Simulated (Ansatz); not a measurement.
# CH₄BClSn: up Jacob's ladder to CCSD(T)

Aim: compute CH₄BClSn with functionals from several rungs and with coupled cluster. The yardstick is the atomisation energy at the CCSD(T) limit.

The runs use Ansatz 0.2.0, Gaussian basis; functionals in def2-TZVPP, the program's frozen cores in correlated methods.

Plan: LDA (SPW92), PBE-D4, revPBE-D4, BLYP-D4, r2SCAN-D4, B97M-V, PBE0-D4, B3LYP-D4, r2SCANh-D4, r2SCAN0-D4, HSE06-D4, BHLYP-D4, CAM-B3LYP-D4, LC-ωPBE, ωB97X-V, ωB97M-V, B2PLYP, PBE-QIDH; CCSD(T)/def2-SVP; CCSD(T)/def2-TZVPP; MP2/def2-QZVPP; extrapolation to the limit; RPA on PBE.

**1. Structure used throughout**

An earlier PBE0-D4 in a triple-zeta def2 set relaxation fixed the geometry. Sn takes the def2 core potential; no spin-orbit term is included.

8 atoms, charge 0, spin multiplicity 1.

Atoms are counted from 1 here; the program's logs count them from 0.

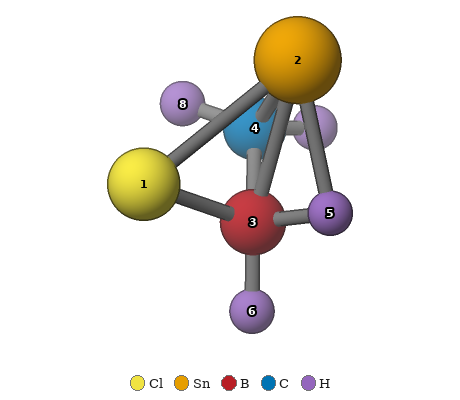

The geometry (chlorine yellow, tin amber, boron red, carbon blue, hydrogen purple); atoms are numbered from 1 in the order of the file.

**2. LDA**

This LDA is Slater exchange with PW92 correlation.

in.yaml reads:

```yaml
crystal:
  periodic: [false, false, false]
  atoms:
    - {symbol: Cl, position_ang: [-1.567472, 1.298925, -0.103281]}
    - {symbol: Sn, position_ang: [0.040301, 0.220533, -1.881263]}
    - {symbol: B, position_ang: [0.143640, 0.492025, 0.497205]}
    - {symbol: C, position_ang: [0.036625, -0.983127, -0.060365]}
    - {symbol: H, position_ang: [0.946843, 1.179670, -0.295581]}
    - {symbol: H, position_ang: [0.451985, 0.878538, 1.587255]}
    - {symbol: H, position_ang: [0.920354, -1.613009, 0.058120]}
    - {symbol: H, position_ang: [-0.880174, -1.530553, 0.142011]}
basis:
  gaussian: {orbitals: def2-TZVPP}
hamiltonian: {xc: lda}
output: {orbitals: {seedname: orbitals}}
```

Command:

```bash
ansatz run in.yaml --threads 2 --pin off --events-out ev --progress --plain --max-ram 4352MiB
```

The runs that follow: PBE-D4 (GGA); revPBE-D4 (GGA); BLYP-D4 (GGA); r2SCAN-D4 (meta-GGA); B97M-V (meta-GGA); B3LYP-D4 (hybrid); r2SCANh-D4 (hybrid); r2SCAN0-D4 (hybrid); HSE06-D4 (hybrid); BHLYP-D4 (hybrid); CAM-B3LYP-D4 (range-separated); LC-ωPBE (range-separated); ωB97X-V (range-separated); ωB97M-V (range-separated); B2PLYP (double hybrid); PBE-QIDH (double hybrid); CCSD(T) in def2-SVP; CCSD(T) in def2-TZVPP; MP2 in def2-QZVPP; RPA on PBE orbitals.

**Question.** What will the summary of the whole plan be? Wanted: atomisation energy, CCSD(T)/CBS; farthest beyond LDA; mean size of error, GGA; mean size of error, meta-GGA; mean size of error, hybrid; mean size of error, range-separated; mean size of error, double hybrid; gap, smallest and largest; T1 diagnostic.

The runs gave:

| quantity | value |
| --- | --- |
| atomisation energy, CCSD(T)/CBS | 27.612 eV |
| functionals within 0.276 eV (1.0 %) | revPBE-D4, BLYP-D4, r2SCAN-D4, PBE0-D4, B3LYP-D4, r2SCANh-D4, r2SCAN0-D4, HSE06-D4, CAM-B3LYP-D4, ωB97X-V, ωB97M-V, PBE-QIDH |
| farthest beyond LDA | BHLYP-D4 (-0.858 eV) |
| mean size of error, GGA | 0.309 eV |
| mean size of error, meta-GGA | 0.269 eV |
| mean size of error, hybrid | 0.266 eV |
| mean size of error, range-separated | 0.130 eV |
| mean size of error, double hybrid | 0.265 eV |
| gap, smallest and largest | 2.66 eV (BLYP-D4), 8.88 eV (LC-ωPBE) |
| T1 diagnostic | 0.0148 |
| triples share of the correlation energy | 4.0 % |

In words: The LDA atomisation energy is off by 4.110 eV (15 %): it overbinds. PBE-D4 is off by +0.607 eV. Double hybrids carry the basis error of their MP2 part in triple zeta, and no dispersion term here, so their miss is partly the set-up's. The rungs range-separated, double hybrid, hybrid, meta-GGA miss on average by less than the doubt on the reference (0.276 eV), so they tie. The reference freezes the cores and leaves out spin-orbit coupling and excitations past (T), and its outer-core shells are covered unevenly, so misses under about 0.276 eV can't be ranked. All levels share the lack of spin-orbit coupling, which lowers the free heavy atoms and so the true binding. Hartree-Fock recovers 72 % of the binding; the rest is correlation. CCSD(T) in def2-SVP is off by -1.778 eV, more than most functionals: a good method in a small basis is no reference. The gap grows from 2.7 to 8.9 eV across the functionals, mostly with the share of exact exchange. Correlated methods include outer-core shells of Sn, which these sets cover unevenly.
